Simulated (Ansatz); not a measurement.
**Cl$_{3}$H$_{2}$NTi: density, localisation and related maps**

```yaml
atoms:
  - { symbol: Ti, position_ang: [0.0079, -0.0085, 0.0293] }
  - { symbol: N, position_ang: [0.0153, -0.0193, 1.8625] }
  - { symbol: H, position_ang: [-0.7935, -0.2604, 2.4353] }
  - { symbol: H, position_ang: [0.8127, 0.2577, 2.4343] }
  - { symbol: Cl, position_ang: [2.1029, 0.0280, -0.5946] }
  - { symbol: Cl, position_ang: [-1.0514, 1.7890, -0.6659] }
  - { symbol: Cl, position_ang: [-1.0918, -1.7865, -0.6285] }
```

Method: Ansatz, RKS B3LYP-D4/def2-SVP.

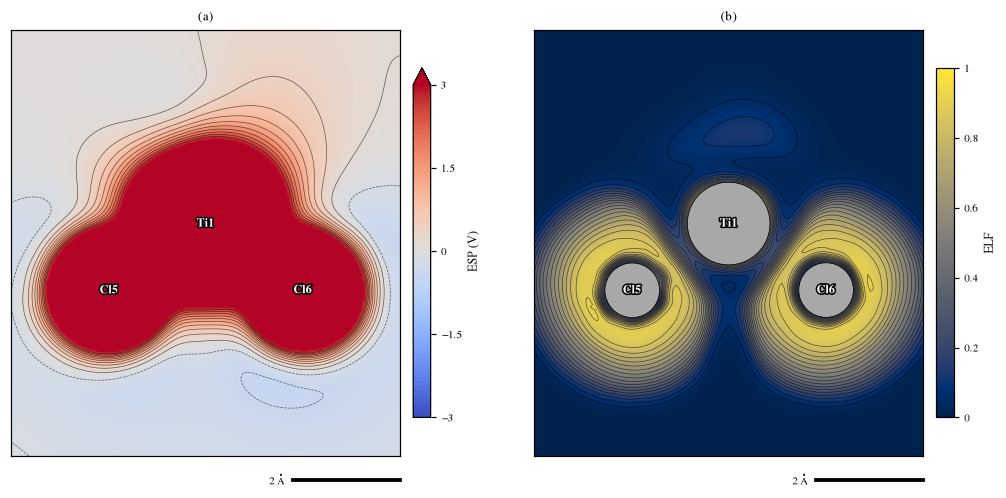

Figure 1. (a) molecular electrostatic potential; (b) electron localisation function on the plane of atoms Cl5, Ti1 and Cl6. Grey discs cover the atomic cores in the ELF map.

**What does the map show?**

Atoms in the plane: Ti and Cl.
Ti–Cl (2.19 Å): the ELF peaks at about 0.85 in the valence shell of Cl, 0.8 Å from its nucleus, and is about 0.40 at the midpoint.
Outside the dense part of the molecule the potential is most negative (−0.5 V) near Cl6.

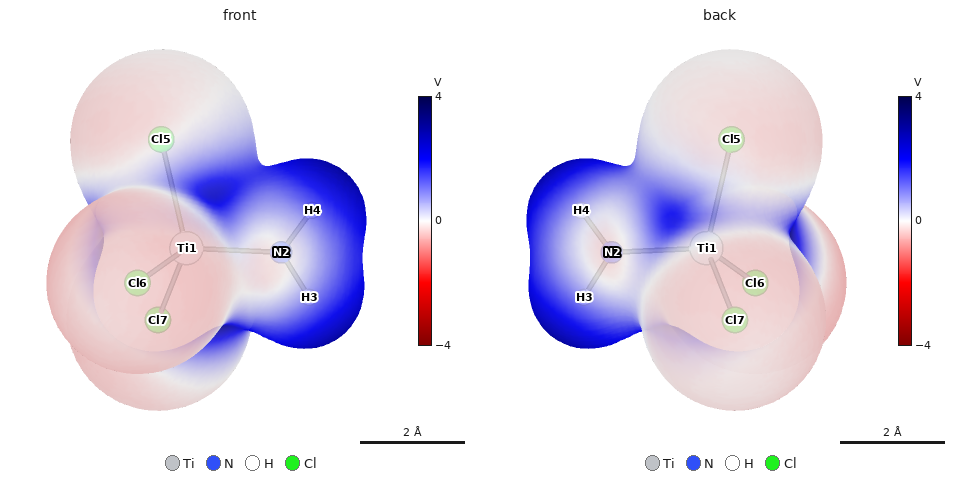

Figure 2. The electrostatic potential painted on the density surface at 0.004 e/bohr³, seen from the front and from behind; red is negative and blue positive.

**Which sites attract a positive test charge, and which a negative one?**

A positive charge is drawn to the negative regions and a negative charge to the positive ones. The most negative region (about −0.5 V) lies over Cl6, the most positive (about +2.9 V) over Ti1, H3 and H4.

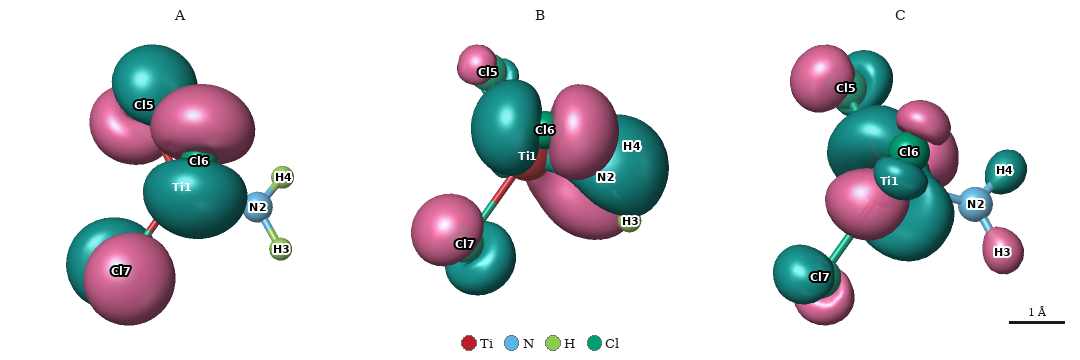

Figure 3. Three frontier orbitals at ±0.1 Å⁻³ᐟ² (teal and pink are the two phases), in no order.

**Which picture is the HOMO−1, the HOMO and the LUMO?**

A is the HOMO−1 (−8.55 eV). Its weight (Hirshfeld) is mainly on Cl6 (about 45 %), Cl7 (about 25 %) and Cl5 (about 20 %); largely a combination of lone pairs on Cl6, Cl7 and Cl5. B is the HOMO (−8.00 eV). Its weight (Hirshfeld) is mainly on N2 (about 45 %), Cl6 (about 25 %), Cl7 (about 10 %) and Ti1 (about 10 %); largely a combination of lone pairs on N2, Cl6 and Cl7. C is the LUMO (−3.28 eV). By Hirshfeld shares it lies mainly on Ti1 (about 75 %), Cl5 (about 10 %) and Cl7 (about 5 %).

**What is the HOMO–LUMO gap?**

4.72 eV between the orbital energies.

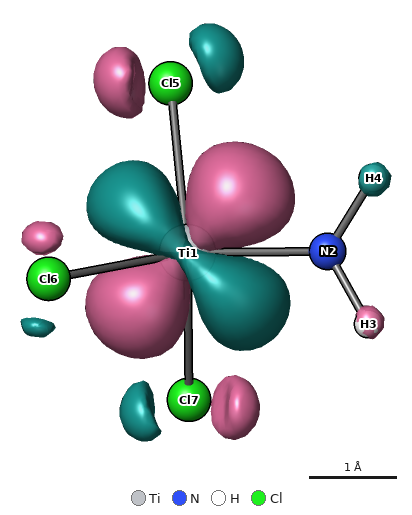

Figure 4. The LUMO at ±0.15 Å⁻³ᐟ² (teal and pink are the two phases), seen at a tilt.

**Describe this orbital and give its energy.**

It lies mainly on Ti1 (about 75 %), Cl5 (about 10 %) and Cl7 (about 5 %). Its energy is −3.28 eV.
